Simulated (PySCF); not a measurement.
Single-point calculation of SnH2F2

The run: single-point calculation of SnH2F2, multiplicity 3, SMILES [F][SnH2][F]. Method and program: MP2/def2-SVP, UHF, core potentials def2-svp (PySCF 2.14.0).

The geometry is that of the parent species in another charge or spin state. The geometry comes from this level: PBE0-D4/def2-TZVP.

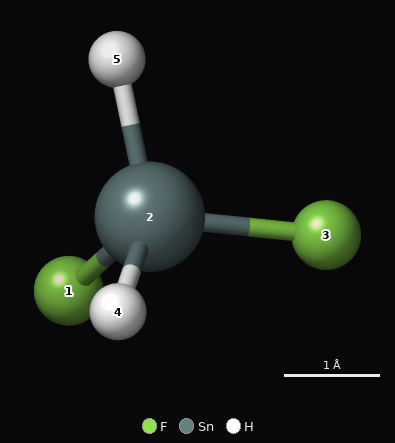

Fig. 1: The structure as given in the input (ball-and-stick view, seen at a tilt; atoms are numbered from 1 in the order of the input). Sticks mark near contacts. Bond lengths as drawn: F–Sn 1.91 Å and H–Sn 1.69 Å.

**Summary**

| quantity | value |
| --- | --- |
| outcome | converged |
| total energy | −413.476273 hartree |
| SCF energy | −412.988494 hartree |
| correlation energy | −0.487780 hartree |
| basis functions | 64 |
| ⟨S²⟩ | 2.009 |
| hardware | 1 thread of Arm Neoverse V1, 24 GiB of memory available, shared host |
| wall time | 1.5 s |
| peak memory | 0.15 GiB |

**Notes**

The record of the run, not the program, notes: logged alpha LUMO and gap are faulty.

**Input (job.py)**
```python
from pyscf import gto, scf, mp

molecule = gto.M(
    atom='''
F       -0.343500      -0.356300       1.741400
Sn       0.128900      -0.073200      -0.086200
F       -1.231200       1.110700      -0.712400
H       -0.087400      -1.547100      -0.889100
H        1.583200       0.792100      -0.095000
''',
    max_memory=1860,
    verbose=4,
    spin=2,
    charge=0,
    basis='def2-svp',
    ecp={'Sn': 'def2-svp'},
)

mf = scf.UHF(molecule)
mf.conv_tol = 0.0001
mf.kernel()

pt = mp.MP2(mf, frozen=6).run()
etot = pt.e_tot
print('Final energy', etot)
```

Launched with:
```bash
OMP_NUM_THREADS=1 python job.py
```

**Output**
```
PySCF version 2.14.0

[INPUT] num. atoms = 5
[INPUT] num. electrons = 42
[INPUT] charge = 0
[INPUT] spin (= nelec alpha-beta = 2S) = 2
[INPUT] symmetry False subgroup None
[INPUT] Mole.unit = angstrom
[INPUT] Symbol           X                Y                Z      unit          X                Y                Z       unit  Magmom
[INPUT]  1 F     -0.343500000000  -0.356300000000   1.741400000000 AA   -0.649120923788  -0.673309418183   3.290769073318 Bohr   0.0
[INPUT]  2 Sn     0.128900000000  -0.073200000000  -0.086200000000 AA    0.243585697456  -0.138327952318  -0.162894391938 Bohr   0.0
[INPUT]  3 F     -1.231200000000   1.110700000000  -0.712400000000 AA   -2.326630804565   2.098918806554  -1.346240891140 Bohr   0.0
[INPUT]  4 H     -0.087400000000  -1.547100000000  -0.889100000000 AA   -0.165162063287  -2.923595287315  -1.680155497351 Bohr   0.0
[INPUT]  5 H      1.583200000000   0.792100000000  -0.095000000000 AA    2.991814400411   1.496852063268  -0.179523981834 Bohr   0.0

nuclear repulsion = 144.609737094107
number of shells = 28
number of NR pGTOs = 123
number of NR cGTOs = 64
basis = def2-svp
ecp = {'Sn': 'def2-svp'}

******** <class 'pyscf.scf.uhf.UHF'> ********
method = UHF
initial guess = minao
damping factor = 0
level_shift factor = 0
DIIS = <class 'pyscf.scf.diis.CDIIS'>
diis_start_cycle = 1
diis_space = 8
diis_damp = 0
SCF conv_tol = 0.0001
SCF conv_tol_grad = None
SCF max_cycles = 50
direct_scf = True
direct_scf_tol = 1e-13
number electrons alpha = 22  beta = 20
Set gradient conv threshold to 0.01
init E= -389.419295098728
  alpha nocc = 22  HOMO = -0.561258445528601  LUMO = -0.512420866309313
  beta  nocc = 20  HOMO = -1.04487914191666  LUMO = -0.90306968457929

WARN: HOMO -0.561258445528601 >= LUMO -0.90306968457929

cycle= 1 E= -412.431307247453  delta_E=  -23  |g|= 1.09  |ddm|= 4.65
  alpha nocc = 22  HOMO = -0.021537735408117  LUMO = 0.146247172293576
  beta  nocc = 20  HOMO = -0.35710831201483  LUMO = -0.157756032777574

WARN: HOMO -0.021537735408117 >= LUMO -0.157756032777574

cycle= 2 E= -412.892448139599  delta_E= -0.461  |g|= 0.419  |ddm|= 2.78
  alpha nocc = 22  HOMO = -0.156186238336016  LUMO = 0.119683800838908
  beta  nocc = 20  HOMO = -0.489261419918428  LUMO = -0.193466196302825

WARN: HOMO -0.156186238336016 >= LUMO -0.193466196302825

cycle= 3 E= -412.94710703264  delta_E= -0.0547  |g|= 0.102  |ddm|= 0.39
  alpha nocc = 22  HOMO = -0.173023250112454  LUMO = 0.115296821213878
  beta  nocc = 20  HOMO = -0.487502677427526  LUMO = -0.184753675013063

WARN: HOMO -0.173023250112454 >= LUMO -0.184753675013063

cycle= 4 E= -412.95757475112  delta_E= -0.0105  |g|= 0.0528  |ddm|= 0.324
  alpha nocc = 22  HOMO = -0.181400009924026  LUMO = 0.11673889875334
  beta  nocc = 20  HOMO = -0.489298590942429  LUMO = -0.172376551495709
  HOMO = -0.181400009924  LUMO = -0.172376551496  gap/eV = 0.24554
cycle= 5 E= -412.96473028632  delta_E= -0.00716  |g|= 0.0368  |ddm|= 0.307
  alpha nocc = 22  HOMO = -0.196771714335355  LUMO = 0.117018182762392
  beta  nocc = 20  HOMO = -0.483799066605247  LUMO = -0.152538005816226
  HOMO = -0.196771714335  LUMO = -0.152538005816  gap/eV = 1.20366
cycle= 6 E= -412.974572125228  delta_E= -0.00984  |g|= 0.0271  |ddm|= 0.573
  alpha nocc = 22  HOMO = -0.196513226005912  LUMO = 0.117611434074124
  beta  nocc = 20  HOMO = -0.475262797398706  LUMO = -0.143473523185225
  HOMO = -0.196513226006  LUMO = -0.143473523185  gap/eV = 1.44328
cycle= 7 E= -412.981817704613  delta_E= -0.00725  |g|= 0.0201  |ddm|= 0.601
  alpha nocc = 22  HOMO = -0.225634223077087  LUMO = 0.112486949470107
  beta  nocc = 20  HOMO = -0.469239962859302  LUMO = -0.133909194274651
  HOMO = -0.225634223077  LUMO = -0.133909194275  gap/eV = 2.49597
cycle= 8 E= -412.987152374189  delta_E= -0.00533  |g|= 0.0119  |ddm|= 0.638
  alpha nocc = 22  HOMO = -0.198705369150165  LUMO = 0.114352528221723
  beta  nocc = 20  HOMO = -0.471480203224338  LUMO = -0.14142935104466
  HOMO = -0.19870536915  LUMO = -0.141429351045  gap/eV = 1.55856
cycle= 9 E= -412.987581713284  delta_E= -0.000429  |g|= 0.00928  |ddm|= 0.115
  alpha nocc = 22  HOMO = -0.216663698637376  LUMO = 0.111102343695393
  beta  nocc = 20  HOMO = -0.467307685136639  LUMO = -0.137838959529677
  HOMO = -0.216663698637  LUMO = -0.13783895953  gap/eV = 2.14493
cycle= 10 E= -412.988460360917  delta_E= -0.000879  |g|= 0.00462  |ddm|= 0.345
  alpha nocc = 22  HOMO = -0.211614604858834  LUMO = 0.111320818670407
  beta  nocc = 20  HOMO = -0.467751236579911  LUMO = -0.137820066841535
  HOMO = -0.211614604859  LUMO = -0.137820066842  gap/eV = 2.00805
cycle= 11 E= -412.988489780283  delta_E= -2.94e-05  |g|= 0.00151  |ddm|= 0.0376
  alpha nocc = 22  HOMO = -0.209299390909777  LUMO = 0.111592381511697
  beta  nocc = 20  HOMO = -0.468318683442153  LUMO = -0.138574211204265
  HOMO = -0.20929939091  LUMO = -0.138574211204  gap/eV = 1.92453
```

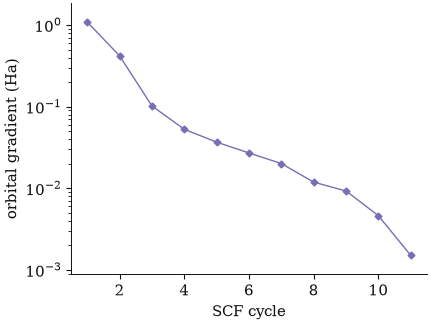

Fig. 2: Convergence of the self-consistent field: orbital gradient against the SCF cycle. The residual falls at every step.

```
Extra cycle  E= -412.988493513421  delta_E= -3.73e-06  |g|= 0.000788  |ddm|= 0.0128
converged SCF energy = -412.988493513421  <S^2> = 2.0090554  2S+1 = 3.0060309

******** <class 'pyscf.mp.ump2.UMP2'> ********
nocc = (np.int64(16), np.int64(14)), nmo = (58, 58)
frozen orbitals 6
E(UMP2) = -413.476273453824  E_corr = -0.48777994040382
E(SCS-UMP2) = -413.457725944235  E_corr = -0.46923243081471
E_corr(same-spin) = -0.133965574234471
E_corr(oppo-spin) = -0.353814366169349
Final energy -413.47627345382443
```
